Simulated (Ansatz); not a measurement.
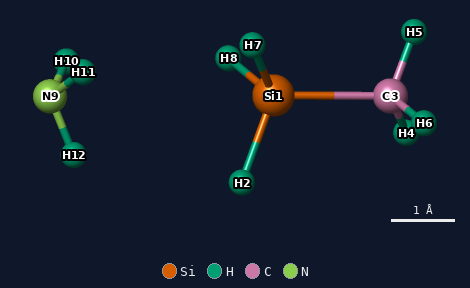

Fig. 1: The starting structure (ball-and-stick view, seen at a tilt; atoms are numbered from 1 in the order of the input). Bond lengths as drawn: C–H 1.10 Å, C–Si 1.89 Å, H–N 1.02 Å and H–Si 1.49 Å.

# Run report: CH9NSi, nudged elastic band (part 1 of 2)

System: CH9NSi.
Method: RKS B3LYP-D4/6-31G* (Ansatz 0.2.0).

It belongs to a series of runs on one base structure; here: band between the two ends. Figures and captions count atoms from 1; the log counts them from 0 in places.

## Input
```yaml
crystal:
  periodic: [false, false, false]
  atoms:
    - { symbol: Si, position_ang: [0.354416, 0.008651, -0.035901] }
    - { symbol: H, position_ang: [0.416783, -0.304453, 1.418456] }
    - { symbol: C, position_ang: [2.085354, 0.038187, -0.784932] }
    - { symbol: H, position_ang: [2.580037, -0.93226, -0.667573] }
    - { symbol: H, position_ang: [2.045621, 0.269417, -1.855135] }
    - { symbol: H, position_ang: [2.709705, 0.796133, -0.299088] }
    - { symbol: H, position_ang: [-0.312599, 1.329703, -0.200112] }
    - { symbol: H, position_ang: [-0.488831, -1.023935, -0.699156] }
    - { symbol: "N", position_ang: [-2.942052, -0.049913, 1.419798] }
    - { symbol: H, position_ang: [-2.885086, -0.602067, 0.565289] }
    - { symbol: H, position_ang: [-2.641482, 0.891458, 1.171693] }
    - { symbol: H, position_ang: [-2.229567, -0.420922, 2.047261] }
basis:
  gaussian: { orbitals: "6-31G*" }
hamiltonian:
  xc: b3lyp
  dispersion: d4
neb:
  order_check: false
  images: 9
  f_tol: 0.03
  max_iterations: 60
  final_atoms:
    - { symbol: Si, position_ang: [-0.39845259, 0.40256026, -0.84686463] }
    - { symbol: H, position_ang: [-0.37157928, 0.03322781, 3.63152637] }
    - { symbol: C, position_ang: [1.36486594, -0.19310163, -0.58351688] }
    - { symbol: H, position_ang: [1.42178393, -1.28825204, -0.60075133] }
    - { symbol: H, position_ang: [2.02737072, 0.18284447, -1.37188129] }
    - { symbol: H, position_ang: [1.74910624, 0.1482061, 0.38343149] }
    - { symbol: H, position_ang: [-0.49617573, 1.88627845, -0.76414462] }
    - { symbol: H, position_ang: [-0.82142825, 0.01447996, -2.23162439] }
    - { symbol: "N", position_ang: [-1.4096373, -0.21470585, 0.43402094] }
    - { symbol: H, position_ang: [-1.50637112, -1.21958178, 0.53379504] }
    - { symbol: H, position_ang: [-2.30796971, 0.2297523, 0.58743926] }
    - { symbol: H, position_ang: [-0.55921384, 0.01829096, 2.90917003] }
  initial_path:
    images:
      - { positions_ang: [[0.354416, 0.008651, -0.035901], [0.416783, -0.304453, 1.418456], [2.085354, 0.038187, -0.784932], [2.580037, -0.93226, -0.667573], [2.045621, 0.269417, -1.855135], [2.709705, 0.796133, -0.299088], [-0.312599, 1.329703, -0.200112], [-0.488831, -1.023935, -0.699156], [-2.942052, -0.049913, 1.419798], [-2.885086, -0.602067, 0.565289], [-2.641482, 0.891458, 1.171693], [-2.229567, -0.420922, 2.047261]] }
      - { positions_ang: [[0.2835525, 0.00780074, -0.02869723], [0.33323924, -0.25255861, 1.49665356], [2.0210524, 0.03375768, -0.75224324], [2.48572152, -0.95129245, -0.6896619], [1.99939592, 0.32951471, -1.80052926], [2.65116187, 0.73941762, -0.2140285], [-0.38682409, 1.30590259, -0.25083588], [-0.52924808, -1.05338822, -0.66307344], [-2.75605641, -0.04147783, 1.26931548], [-2.85481383, -0.60148504, 0.48510129], [-2.57250743, 0.82868962, 1.23815521], [-1.98237459, -0.34488179, 1.99044391]] }
      - { positions_ang: [[0.21268899, 0.00695048, -0.02149346], [0.24969547, -0.20066423, 1.57485112], [1.9567508, 0.02932835, -0.71955448], [2.39140603, -0.9703249, -0.7117508], [1.95317083, 0.38961241, -1.74592353], [2.59261874, 0.68270223, -0.128969], [-0.46104919, 1.28210219, -0.30155975], [-0.56966517, -1.08284145, -0.62699089], [-2.57006081, -0.03304267, 1.11883295], [-2.82454166, -0.60090307, 0.40491358], [-2.50353286, 0.76592123, 1.30461743], [-1.73518218, -0.26884158, 1.93362683]] }
      - { positions_ang: [[0.14182549, 0.00610022, -0.0142897], [0.16615171, -0.14876984, 1.65304869], [1.89244919, 0.02489903, -0.68686572], [2.29709055, -0.98935735, -0.73383971], [1.90694575, 0.44971012, -1.69131779], [2.53407561, 0.62598685, -0.0439095], [-0.53527428, 1.25830178, -0.35228363], [-0.61008225, -1.11229467, -0.59090833], [-2.38406522, -0.0246075, 0.96835043], [-2.79426949, -0.60032111, 0.32472587], [-2.43455829, 0.70315285, 1.37107964], [-1.48798977, -0.19280136, 1.87680974]] }
      - { positions_ang: [[0.07096198, 0.00524996, -0.00708593], [0.08260795, -0.09687546, 1.73124625], [1.82814759, 0.0204697, -0.65417695], [2.20277507, -1.0083898, -0.75592861], [1.86072066, 0.50980782, -1.63671206], [2.47553248, 0.56927146, 0.04115001], [-0.60949937, 1.23450138, -0.4030075], [-0.65049934, -1.1417479, -0.55482577], [-2.19806962, -0.01617233, 0.81786791], [-2.76399731, -0.59973915, 0.24453816], [-2.36558372, 0.64038447, 1.43754185], [-1.24079737, -0.11676115, 1.81999265]] }
      - { positions_ang: [[9.848e-05, 0.0043997, 0.00011784], [-0.00093581, -0.04498107, 1.80944381], [1.76384599, 0.01604038, -0.62148819], [2.10845958, -1.02742225, -0.77801751], [1.81449558, 0.56990553, -1.58210632], [2.41698935, 0.51255608, 0.12620951], [-0.68372447, 1.21070097, -0.45373138], [-0.69091642, -1.17120112, -0.51874322], [-2.01207403, -0.00773717, 0.66738539], [-2.73372514, -0.59915718, 0.16435045], [-2.29660914, 0.57761608, 1.50400406], [-0.99360496, -0.04072094, 1.76317556]] }
      - { positions_ang: [[-0.07961174, 0.08403181, -0.16927865], [-0.07506451, -0.02933929, 2.17386032], [1.68404998, -0.02578802, -0.61389393], [1.97112445, -1.07958821, -0.74256427], [1.85707061, 0.49249332, -1.54006131], [2.28341273, 0.43968608, 0.1776539], [-0.64621472, 1.34581647, -0.51581403], [-0.71701879, -0.93406491, -0.86131945], [-1.89158668, -0.0491309, 0.6207125], [-2.48825434, -0.7232421, 0.23823937], [-2.29888126, 0.50804333, 1.3206911], [-0.90672673, -0.02891856, 1.99237446]] }
      - { positions_ang: [[-0.15932195, 0.16366392, -0.33867515], [-0.1491932, -0.01369752, 2.53827684], [1.60425397, -0.06761643, -0.60629967], [1.83378932, -1.13175417, -0.70711104], [1.89964564, 0.4150811, -1.49801631], [2.14983611, 0.36681609, 0.2290983], [-0.60870497, 1.48093196, -0.57789668], [-0.74312115, -0.69692869, -1.20389568], [-1.77109934, -0.09052464, 0.57403961], [-2.24278353, -0.84732702, 0.31212829], [-2.30115337, 0.43847057, 1.13737814], [-0.81984851, -0.01711618, 2.22157335]] }
      - { positions_ang: [[-0.23903216, 0.24329604, -0.50807164], [-0.2233219, 0.00194426, 2.90269335], [1.52445796, -0.10944483, -0.5987054], [1.69645419, -1.18392012, -0.6716578], [1.94222066, 0.33766889, -1.4559713], [2.01625948, 0.29394609, 0.2805427], [-0.57119523, 1.61604746, -0.63997932], [-0.76922352, -0.45979248, -1.54647192], [-1.65061199, -0.13191838, 0.52736672], [-1.99731273, -0.97141194, 0.3860172], [-2.30342548, 0.36889781, 0.95406518], [-0.73297028, -0.0053138, 2.45077224]] }
      - { positions_ang: [[-0.31874238, 0.32292815, -0.67746813], [-0.29745059, 0.01758603, 3.26710986], [1.44466195, -0.15127323, -0.59111114], [1.55911906, -1.23608608, -0.63620456], [1.98479569, 0.26025668, -1.4139263], [1.88268286, 0.22107609, 0.33198709], [-0.53368548, 1.75116295, -0.70206197], [-0.79532589, -0.22265626, -1.88904815], [-1.53012465, -0.17331212, 0.48069383], [-1.75184193, -1.09549686, 0.45990612], [-2.30569759, 0.29932506, 0.77075222], [-0.64609206, 0.00648858, 2.67997114]] }
      - { positions_ang: [[-0.39845259, 0.40256026, -0.84686463], [-0.37157928, 0.03322781, 3.63152637], [1.36486594, -0.19310163, -0.58351688], [1.42178393, -1.28825204, -0.60075133], [2.02737072, 0.18284447, -1.37188129], [1.74910624, 0.1482061, 0.38343149], [-0.49617573, 1.88627845, -0.76414462], [-0.82142825, 0.01447996, -2.23162439], [-1.4096373, -0.21470585, 0.43402094], [-1.50637112, -1.21958178, 0.53379504], [-2.30796971, 0.2297523, 0.58743926], [-0.55921384, 0.01829096, 2.90917003]] }
```

Machine: 1 thread of Arm Neoverse V1, 24 GiB of memory available, shared host.

Run as:
```bash
ansatz run input.yaml --threads 1 --pin off --max-ram 2048MiB --backend cpu --events-out ev --progress --plain --runs-dir out
```

## What the program printed
```
Engine: ansatz 0.2.0, aarch64-unknown-linux-gnu
Functional definition: B3LYP
  parameter a0 = 0.2
  parameter ax = 0.72
  parameter ac = 0.81
  exchange = (1 - a0 - ax)*slater_x + ax*b88_x + a0*exact_x
  correlation = (1 - ac)*vwn_rpa_c + ac*lyp_c
802 factors; integrals over basis functions are off by at most 7.2e-4 eV
mean field evaluation 1: about -10543.0022 eV, gradient 6.4e1 eV
mean field evaluation 2: about -10535.6329 eV, gradient 8.2e1 eV
mean field evaluation 4: about -10551.5109 eV, gradient 3.5e0 eV
mean field evaluation 8: about -10551.5440 eV, gradient 6.7e-2 eV
mean field -10551.54402479 eV, -387.7620908177 hartree, gradient 2.0e-5 eV, S^2 0.000000; 0 other end points of the search recorded, 0 dependent functions left out
the calculation of the forces begins
reference -10551.54425336 eV, -387.7620992173 hartree; 18, 18 occupied and 49, 49 virtual orbitals, 802 factors
802 factors; integrals over basis functions are off by at most 8.9e-4 eV
mean field evaluation 16: about -10533.0897 eV, gradient 8.9e1 eV
mean field -10551.69547266 eV, -387.7676564242 hartree, gradient 1.7e-5 eV, S^2 0.000000; 0 other end points of the search recorded, 0 dependent functions left out
[... from here on the field's lines of each further geometry are left out, up to the last ...]
NEB iter   1: max|band force component| = 1.586e1 eV/Å  barrier→ = 4.8467 eV  barrier← = 5.0391 eV  Δτ_max = 0.2000 Å  (264 SCF iters)
NEB iter   2: max|band force component| = 5.902e0 eV/Å  barrier→ = 3.4560 eV  barrier← = 3.6484 eV  Δτ_max = 0.2000 Å  (243 SCF iters)
NEB iter   3: max|band force component| = 4.943e0 eV/Å  barrier→ = 2.6413 eV  barrier← = 2.8337 eV  Δτ_max = 0.2000 Å  (226 SCF iters)
NEB iter   4: max|band force component| = 2.044e0 eV/Å  barrier→ = 2.1262 eV  barrier← = 2.3186 eV  Δτ_max = 0.2000 Å  (223 SCF iters)
NEB iter   5: max|band force component| = 1.848e0 eV/Å  barrier→ = 2.2467 eV  barrier← = 2.4391 eV  Δτ_max = 0.2000 Å  (225 SCF iters)
NEB iter   6: max|band force component| = 1.559e0 eV/Å  barrier→ = 2.4031 eV  barrier← = 2.5955 eV  Δτ_max = 0.2000 Å  (219 SCF iters)
NEB iter   7: max|band force component| = 7.609e-1 eV/Å  barrier→ = 2.4001 eV  barrier← = 2.5924 eV  Δτ_max = 0.2000 Å  (217 SCF iters)
NEB iter   8: max|band force component| = 6.145e-1 eV/Å  barrier→ = 2.3628 eV  barrier← = 2.5551 eV  Δτ_max = 0.1987 Å  (220 SCF iters)
NEB iter   9: max|band force component| = 6.288e-1 eV/Å  barrier→ = 2.3250 eV  barrier← = 2.5174 eV  Δτ_max = 0.1004 Å  (215 SCF iters)
NEB iter  10: max|band force component| = 5.667e-1 eV/Å  barrier→ = 2.2549 eV  barrier← = 2.4473 eV  Δτ_max = 0.1003 Å  (204 SCF iters)
NEB iter  11: max|band force component| = 2.864e-1 eV/Å  barrier→ = 2.1905 eV  barrier← = 2.3828 eV  CI = image 4  Δτ_max = 0.1997 Å  (202 SCF iters)
NEB iter  12: max|band force component| = 3.546e-1 eV/Å  barrier→ = 2.1286 eV  barrier← = 2.3210 eV  CI = image 4  Δτ_max = 0.1002 Å  (216 SCF iters)
NEB iter  13: max|band force component| = 4.150e-1 eV/Å  barrier→ = 2.0845 eV  barrier← = 2.2769 eV  CI = image 4  Δτ_max = 0.0503 Å  (203 SCF iters)
NEB iter  14: max|band force component| = 2.305e-1 eV/Å  barrier→ = 2.0697 eV  barrier← = 2.2620 eV  CI = image 4  Δτ_max = 0.0502 Å  (202 SCF iters)
NEB iter  15: max|band force component| = 1.607e-1 eV/Å  barrier→ = 2.0516 eV  barrier← = 2.2439 eV  CI = image 4  Δτ_max = 0.0502 Å  (203 SCF iters)
NEB iter  16: max|band force component| = 1.645e-1 eV/Å  barrier→ = 2.0367 eV  barrier← = 2.2290 eV  CI = image 4  Δτ_max = 0.0502 Å  (204 SCF iters)
NEB iter  17: max|band force component| = 1.964e-1 eV/Å  barrier→ = 2.0229 eV  barrier← = 2.2153 eV  CI = image 4  Δτ_max = 0.0501 Å  (205 SCF iters)
NEB iter  18: max|band force component| = 2.242e-1 eV/Å  barrier→ = 2.0111 eV  barrier← = 2.2035 eV  CI = image 4  Δτ_max = 0.1006 Å  (204 SCF iters)
NEB iter  19: max|band force component| = 2.276e-1 eV/Å  barrier→ = 1.9927 eV  barrier← = 2.1851 eV  CI = image 4  Δτ_max = 0.1004 Å  (202 SCF iters)
NEB iter  20: max|band force component| = 1.787e-1 eV/Å  barrier→ = 1.9817 eV  barrier← = 2.1741 eV  CI = image 4  Δτ_max = 0.1001 Å  (202 SCF iters)
NEB iter  21: max|band force component| = 3.269e-1 eV/Å  barrier→ = 1.9878 eV  barrier← = 2.1802 eV  CI = image 4  Δτ_max = 0.0500 Å  (198 SCF iters)
NEB iter  22: max|band force component| = 2.188e-1 eV/Å  barrier→ = 1.9783 eV  barrier← = 2.1706 eV  CI = image 4  Δτ_max = 0.1011 Å  (201 SCF iters)
NEB iter  23: max|band force component| = 2.141e-1 eV/Å  barrier→ = 1.9737 eV  barrier← = 2.1660 eV  CI = image 4  Δτ_max = 0.2000 Å  (205 SCF iters)
NEB iter  24: max|band force component| = 3.150e-1 eV/Å  barrier→ = 1.9727 eV  barrier← = 2.1651 eV  CI = image 4  Δτ_max = 0.1012 Å  (202 SCF iters)
NEB iter  25: max|band force component| = 2.900e-1 eV/Å  barrier→ = 1.9721 eV  barrier← = 2.1645 eV  CI = image 4  Δτ_max = 0.1012 Å  (200 SCF iters)
NEB iter  26: max|band force component| = 2.951e-1 eV/Å  barrier→ = 1.9720 eV  barrier← = 2.1643 eV  CI = image 4  Δτ_max = 0.0497 Å  (204 SCF iters)
NEB iter  27: max|band force component| = 2.637e-1 eV/Å  barrier→ = 1.9707 eV  barrier← = 2.1631 eV  CI = image 4  Δτ_max = 0.0498 Å  (199 SCF iters)
NEB iter  28: max|band force component| = 1.824e-1 eV/Å  barrier→ = 1.9704 eV  barrier← = 2.1628 eV  CI = image 4  Δτ_max = 0.0498 Å  (192 SCF iters)
NEB iter  29: max|band force component| = 1.014e-1 eV/Å  barrier→ = 1.9702 eV  barrier← = 2.1626 eV  CI = image 4  Δτ_max = 0.0255 Å  (188 SCF iters)
NEB iter  30: max|band force component| = 6.268e-2 eV/Å  barrier→ = 1.9705 eV  barrier← = 2.1628 eV  CI = image 4  Δτ_max = 0.0237 Å  (190 SCF iters)
NEB iter  31: max|band force component| = 5.385e-2 eV/Å  barrier→ = 1.9704 eV  barrier← = 2.1627 eV  CI = image 4  Δτ_max = 0.0119 Å  (187 SCF iters)
the calculation of the forces begins
reference -10551.68911385 eV, -387.7674227421 hartree; 18, 18 occupied and 49, 49 virtual orbitals, 803 factors
802 factors; integrals over basis functions are off by at most 7.2e-4 eV
mean field -10549.47831127 eV, -387.6861772460 hartree, gradient 1.1e-5 eV, S^2 0.000000; 1 other end points of the search recorded, 0 dependent functions left out
the calculation of the forces begins
reference -10549.47852441 eV, -387.6861850788 hartree; 18, 18 occupied and 49, 49 virtual orbitals, 802 factors
NEB iter  32: max|band force component| = 2.590e-2 eV/Å  barrier→ = 1.9701 eV  barrier← = 2.1624 eV  CI = image 4  Δτ_max = 0.0000 Å  (404 SCF iters)
```
